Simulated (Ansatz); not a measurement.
# LiCl (Fm-3m): the PBE gap against the wavefunction cutoff

Aim: see how gap, energy and time of LiCl (Fm-3m) follow the wavefunction cutoff.

Main program and level: Ansatz 0.2.0; DFT, PBE, plane waves, PAW; PAW set soft_1.

## 1. Set-up

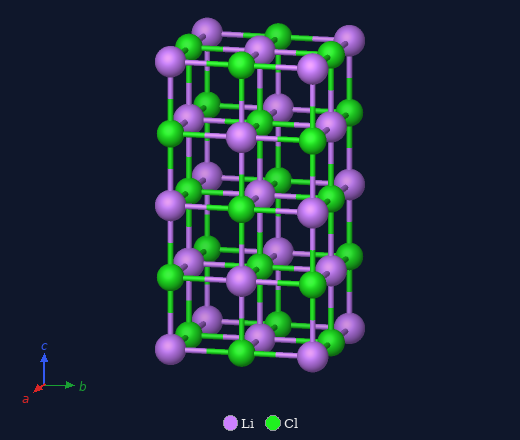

The cell as given, slightly off an axis (lithium purple, chlorine green). 1×1×2 cells are drawn. This picture shows the conventional cell, with its axes. Some periodic images of atoms are drawn too.

The cell and positions come from the Crystallography Open Database and are kept as given unless a step says otherwise.

## 2. Wavefunction cutoff: 190 eV

The input, input.yaml:

```yaml
crystal:
  lattice:
    - [0.0, 2.5715, 2.5715]
    - [2.5715, 0.0, 2.5715]
    - [2.5715, 2.5715, 0.0]
  atoms:
    - { symbol: Li, position: [0.0, 0.0, 0.0] }
    - { symbol: Cl, position: [0.5, 0.5, 0.5] }
kpoints:
  mp_grid: { grid: [8, 8, 8] }
  band_path:
    path:
      - [0.0, 0.0, 0.0]
      - [0.5, 0.0, 0.5]
      - [0.625, 0.25, 0.625]
      - [0.375, 0.375, 0.75]
      - [0.5, 0.5, 0.5]
      - [0.5, 0.25, 0.75]
      - [0.075, 0.075, 0.15]
    npoints: 1
hamiltonian:
  xc: pbe
  pseudopotentials: { kind: paw, azcp: { folder: soft_1 } }
scf:
  occupations: { method: fermi_dirac, width: 0.02 }
  n_extra_bands: 4
  max_iter: 80
output:
  eigenvalues: true
basis:
  ecutwfc: 190.0
```

Started as:

```
$ ansatz run input.yaml --threads 24 --pin off --max-ram 82944MiB --backend cuda --events-out ev --progress --plain --runs-dir out --devices 1 --max-vram 78GiB
```

Numbers of over 12 decimals in the logs are rounded to 6 here.

The program printed:

```text
Warning: basis.ecutwfc = 190 eV is below the records' recommended 420 eV, and the density's cutoff is lower with it unless basis.ecutrho_ratio is high enough to keep the records' density cutoff: compare with a run at a higher cutoff
scf.n_extra_bands = 4 over 5 filled bands (N_el = 10.0): the run solves 9 bands
GPUs: using 1 of 1 available (devices: 1).
Engine: ansatz 0.2.0, aarch64-unknown-linux-gnu
Pseudopotentials: kind: paw
Pseudopotential: Li, paw, valence charge 3, recommended cutoff 420 eV (normal), soft_1/Li.paw.azcp
Pseudopotential: Cl, paw, valence charge 7, recommended cutoff 420 eV (normal), soft_1/Cl.paw.azcp
Functional definition: PBE
  parameter kappa = 0.804
  parameter beta = 0.066725
  exchange = pbe_x(kappa = kappa, mu = beta*pi^2/3)
  correlation = pbe_c(beta = beta)
device memory: the entry about to start is reckoned to put 0.5 GiB on a device that reports 182.5 GiB free (of which the cap on the GPU budget leaves the run 78.0 GiB)
GPU FFT provider: cuFFT
GPU libraries: cuBLAS 13.8.1, cuFFT 12.4.0, cuSOLVER 12.3.2
GPU matrix products: emulated (plane waves: as basis.precision tells), large ones in fixed point in workspaces of 1.00 GiB
Crystal: 2 atoms, lattice volume = 34.009 Å³
Basis set: ecut = 190 eV, 181 PW (Γ)
Bands: 9, of which v1, the nominal top of the filled ones, is band 5 counted from 1 (4 counted from 0)
Symmetry: 48 space group operations
Space group: Fm-3m (ITA 225), of the structure as read, at distance tolerance 3.2e-5 Å
k-points: 29 of 512
Non-local potential: Li, projectors of the file, l = 0: 3, l = 1: 2, l = 2: 1
Non-local potential: Cl, projectors of the file, l = 0: 2, l = 1: 2, l = 2: 1
PAW form: soft (Blöchl's): semilocal exchange-correlation on the pseudo side does not see the compensation charge
PAW one-centre angular grid: Li, 110 points (default); XC on 96 Gauss nodes
PAW one-centre angular grid: Cl, 110 points (default); XC on 64 Gauss nodes
Initial density: superposition of atomic densities (chi_scale 0.1, normalization cell, long waves kept (reshape's long-wave potential 0.00 eV rms))
Initial wavefunctions: pseudopotential atomic-orbital guess
GPU buffer pool allocated for 5832 grid points (all kernels)
GPU transforms: local potential and band sums: pruned to the plane-wave sphere, on 18×18×18
Functional: x = pbe(κ = 0.804, μ = 0.219515), c = pbe(β = 0.066725)
SCF iter   1: F=—  HF=-1287.398572 eV  |F-HF|=—  |Δ(HF+E_count)|=         —  Δρ=2.92e-2  dr2=2.00e-1  ethr=3.10e-3  ⟨swp⟩=4.8  Hψ=1913  notcnv=0
preconditioner: auto → none  [insulator: Δε(μ)=5.993 eV  Ē_g=13.860 eV  σ=0.020 eV  W_gap=1.00  n_scr=8 (ndim 8)  ℏωp=18.0 eV  f_vac=0.000  D(μ)=0.00/eV (n_scr^D=0)  ε∞_Penn≈2.7]
SCF iter   2: F=—  HF=-1287.400273 eV  |F-HF|=—  |Δ(HF+E_count)|=   1.70e-3  Δρ=1.41e-2  dr2=4.42e-2  ethr=2.00e-3  ⟨swp⟩=2.0  Hψ=609  notcnv=0
SCF iter   3: F=—  HF=-1287.406003 eV  |F-HF|=—  |Δ(HF+E_count)|=   5.73e-3  Δρ=3.27e-3  dr2=3.27e-3  ethr=4.42e-4  ⟨swp⟩=3.0  Hψ=493  notcnv=0
SCF iter   4: F=—  HF=-1287.405309 eV  |F-HF|=—  |Δ(HF+E_count)|=   6.94e-4  Δρ=3.44e-4  dr2=3.04e-5  ethr=3.27e-5  ⟨swp⟩=2.3  Hψ=467  notcnv=0
SCF iter   5: F=—  HF=-1287.405397 eV  |F-HF|=—  |Δ(HF+E_count)|=   8.82e-5  Δρ=3.08e-5  dr2=4.79e-7  ethr=3.04e-7  ⟨swp⟩=2.1  Hψ=366  notcnv=0
SCF iter   6: F=-1287.405397 eV  HF=-1287.405397 eV  |F-HF|=2.48e-9  |Δ(HF+E_count)|=   2.40e-7  Δρ=2.49e-6  dr2=1.42e-9  ethr=1.00e-9  ⟨swp⟩=3.2  Hψ=1282  notcnv=0
SCF 1 converged in 6 iterations: F = -1287.405397 eV  dr2 = 1.42e-9
[...]
device memory: the entry about to start is reckoned to put 1.3 GiB on a device that reports 182.5 GiB free (of which the cap on the GPU budget leaves the run 78.0 GiB)
NSCF: frozen V_eff on 7 k-points
SCF converged after 6 iterations
Free energy (F): -1287.405397 eV
Harris-Foulkes:  -1287.405397 eV  (|F-HF|=2.48e-9)
Internal energy: -1287.405397 eV  (E = F + TS)
E sigma→0 (E₀):  -1287.405397 eV
Fermi energy:    4.879262 eV
--- Per-component energies (eV) ---
  E_band       = -104.741161
  E_kinetic    = 169.878262
  E_local      = -328.627990  (includes V_loc(G=0)·N_el)
  E_nonlocal   = 12.233727
  E_hartree    = 96.512631
  E_xc         = -117.262508
  E_vxc        = -129.202949  (∫ρ·V_xc dr)
  E_paw        = -683.804928  (= ΣΔE_a)
  E_vpaw       = -22.056852  (= ΣTr[D̂ρ^β])
  E_aug_tail   = 0.009639  (compensation charges beyond the density's cutoff)
  E_ewald      = -436.344230
  E_smearing   = -0.000000  (= −TS)
  E_closure    = 0.000000  (closes the sum)
  Σ components = -1287.405397   (vs F -1287.405397, Δ=0.00e0)
--- Band table (eV; the first three rows and the last of 29) ---
  k-point 0: bands = ["-42.2519", "-11.7755", "1.6610", "1.6610", "1.6610", "8.0545", "13.6964", "13.6964", "13.6964"]
  k-point 1: bands = ["-42.2717", "-11.7016", "1.1320", "1.6141", "1.6141", "8.4433", "12.8809", "13.5571", "13.5571"]
  k-point 2: bands = ["-42.2916", "-11.5143", "0.0730", "1.5149", "1.5149", "8.8533", "12.3866", "12.3866", "12.6867"]
  k-point 28: bands = ["-42.3099", "-10.9908", "-0.4659", "-0.4659", "0.5981", "11.3265", "11.7901", "12.0784", "12.0784"]
```

Elapsed: 1 s, on 1 × NVIDIA GB200 (shared by 2 runs) with 24 threads of Arm Neoverse V2, shared host; peak memory 0.97 GiB.

The column dr2 measures how far the density is from self-consistency, as an energy; F and HF (Harris–Foulkes) agree once it is small.

Numbers from this step:

```
gap                  : 6.393 eV
valence top at       : k = (0.075, 0.075, 0.150)
conduction bottom at : Γ
least direct gap     : 6.394 eV
```

The gap is indirect, with the least direct gap 0.001 eV higher.

## 3. Wavefunction cutoff: 290 eV

Edit input.yaml of step 2 so:

```diff
@@ -24,3 +24,3 @@
 scf:
-  occupations: { method: fermi_dirac, width: 0.02 }
+  occupations: { method: fixed }
   n_extra_bands: 4
@@ -30,2 +30,2 @@
 basis:
-  ecutwfc: 190.0
+  ecutwfc: 290.0
```

The program printed:

```text
[...]
GPUs: using 1 of 1 available (devices: 1).
[...]
GPU FFT provider: cuFFT
GPU libraries: cuBLAS 13.8.1, cuFFT 12.4.0, cuSOLVER 12.3.2
[...]
Crystal: 2 atoms, lattice volume = 34.009 Å³
Basis set: ecut = 290 eV, 339 PW (Γ)
Bands: 9, of which v1, the nominal top of the filled ones, is band 5 counted from 1 (4 counted from 0)
[... 1 set-up line as in the run before ...]
[...]
SCF 1 converged in 6 iterations: F = -1287.829665 eV  dr2 = 6.69e-9
[...]
NSCF: frozen V_eff on 7 k-points
SCF converged after 6 iterations
Free energy (F): -1287.829665 eV
[...]
Internal energy: -1287.829665 eV  (E = F + TS)
E sigma→0 (E₀):  -1287.829665 eV
Fermi energy:    1.617792 eV
[...]
--- Band table (eV; the first three rows and the last of 29) ---
[...]
```

Run time: 0.92 s. Hardware: 1 × NVIDIA GB200 (shared by 2 runs) with 24 threads; peak memory 0.95 GiB.

This step gave:

```
gap                  : 6.294 eV
valence top at       : k = (0.075, 0.075, 0.150)
conduction bottom at : Γ
least direct gap     : 6.297 eV
```

The gap is 6.294 eV, −0.099 eV from the run before at this level.

## 4. Wavefunction cutoff: 420 eV (the default)

input.yaml, the sections that differ from step 3:

```yaml
kpoints:
  mp_grid: { grid: [8, 8, 8] }
  band_path:
    path:
      - [[0.0, 0.0, 0.0], [0.5, 0.0, 0.5], [0.625, 0.25, 0.625]]
      - [[0.375, 0.375, 0.75], [0.0, 0.0, 0.0], [0.5, 0.5, 0.5], [0.5, 0.25, 0.75], [0.5, 0.0, 0.5]]
    npoints: 10
scf:
  occupations: { method: fermi_dirac, width: 0.02 }
  n_extra_bands: 4
# crystal, hamiltonian, output: as in step 3
# basis: removed
```

The program printed:

```text
[...]
GPUs: using 1 of 1 available (devices: 1).
[...]
GPU FFT provider: cuFFT
GPU libraries: cuBLAS 13.8.1, cuFFT 12.4.0, cuSOLVER 12.3.2
[...]
Crystal: 2 atoms, lattice volume = 34.009 Å³
Basis set: ecut = 420 eV, 645 PW (Γ)
Bands: 9, of which v1, the nominal top of the filled ones, is band 5 counted from 1 (4 counted from 0)
[... 1 set-up line as in the run before ...]
[...]
SCF 1 converged in 6 iterations: F = -1287.835171 eV  dr2 = 1.38e-8
[...]
NSCF: frozen V_eff on 62 k-points, pencils in batches of 32, up to order 44
SCF converged after 6 iterations
Free energy (F): -1287.835171 eV
[...]
Internal energy: -1287.835171 eV  (E = F + TS)
E sigma→0 (E₀):  -1287.835171 eV
Fermi energy:    4.786985 eV
[...]
--- Band table (eV; the first three rows and the last of 29) ---
[...]
```

Elapsed: 0.92 s, on 1 × NVIDIA GB200 (shared by 2 runs) with 24 threads; peak memory 0.97 GiB; 1.7 s of CPU time.

Numbers from this step:

```yaml
gap: 6.284 eV
valence_top_at: k = (0.075, 0.075, 0.150)
conduction_bottom_at: Γ
least_direct_gap: 6.287 eV
```

The gap is 6.284 eV, −0.010 eV from the run before at this level.

## 5. Wavefunction cutoff: 630 eV

input.yaml, the sections that differ from step 4:

```yaml
kpoints:
  mp_grid: { grid: [8, 8, 8] }
  band_path:
    path:
      - [0.0, 0.0, 0.0]
      - [0.5, 0.0, 0.5]
      - [0.625, 0.25, 0.625]
      - [0.375, 0.375, 0.75]
      - [0.5, 0.5, 0.5]
      - [0.5, 0.25, 0.75]
      - [0.075, 0.075, 0.15]
    npoints: 1
scf:
  occupations: { method: fixed }
  n_extra_bands: 4
  max_iter: 80
basis:
  ecutwfc: 630.0
# crystal, hamiltonian, output: as in step 4
```

The program printed:

```text
[...]
GPUs: using 1 of 1 available (devices: 1).
[...]
GPU FFT provider: cuFFT
GPU libraries: cuBLAS 13.8.1, cuFFT 12.4.0, cuSOLVER 12.3.2
[...]
Crystal: 2 atoms, lattice volume = 34.009 Å³
Basis set: ecut = 630 eV, 1243 PW (Γ)
Bands: 9, of which v1, the nominal top of the filled ones, is band 5 counted from 1 (4 counted from 0)
[... 1 set-up line as in the run before ...]
[...]
SCF 1 converged in 6 iterations: F = -1287.835438 eV  dr2 = 1.29e-8
[...]
SCF converged after 6 iterations
Free energy (F): -1287.835438 eV
[...]
Internal energy: -1287.835438 eV  (E = F + TS)
E sigma→0 (E₀):  -1287.835438 eV
Fermi energy:    1.618031 eV
[...]
--- Band table (eV; the first three rows and the last of 29) ---
[...]
```

It took 1.2 s on 1 × NVIDIA GB200 (shared by 2 runs) with 24 threads; peak memory 0.97 GiB; 1.7 s of CPU time.

Numbers from this step:

```
gap                  : 6.284 eV
valence top at       : k = (0.075, 0.075, 0.150)
conduction bottom at : Γ
least direct gap     : 6.287 eV
```

The gap is 6.284 eV, as in the run before at this level.

## 6. The series

Differences are against the last row; a negative gap means that bands overlap, and a run with a band path holds that path's time. Times are wall times on 1 × NVIDIA GB200 (shared by 2 runs) with 24 threads of Arm Neoverse V2, shared host, good to a factor of about two.

| wavefunction cutoff | gap (eV) | direct gap (eV) | gap error (eV) | energy error (meV/atom) | irreducible k | time |
| --- | --- | --- | --- | --- | --- | --- |
| 190 eV | 6.393 | 6.394 | +0.109 | +215.0 | 29 | 1 s |
| 290 eV | 6.294 | 6.297 | +0.010 | +2.9 | 29 | 0.92 s |
| 420 eV | 6.284 | 6.287 | +0.0001 | +0.1 | 29 | 0.92 s |
| 630 eV | 6.284 | 6.287 | +0.000 | +0.0 | 29 | 1.2 s |

## 7. Summary of results

```yaml
190_ev: 6.393 eV
290_ev: 6.294 eV
420_ev: 6.284 eV
630_ev: 6.284 eV
```

What this shows: The gap holds to 0.02 eV from 290 eV on. At 190 eV the gap is off by +0.109 eV and the energy by +215 meV/atom.

[Paths, hosts, dates, memory and timing lines, banners, echoed tables and standing remarks are left out of the program output.]

[Logs are printed without paths, hosts, clocks, repeated set-up lines and the standing remarks that a program may print on its own settings, such as how far it seeks lower states.]

[Runs of the session that timed out or met a known fault of the program may be left out.]

[Cells called generated may have been cut or substituted from an entry of the Crystallography Open Database or the Materials Project.]

[No measured gap is set beside runs whose start may be inverted or whose files or cutoffs have a known fault.]

[Hosts, paths, dates, database ids (printed as entryN), source tags and the programs' standing remarks are cut or masked in the printed files.]
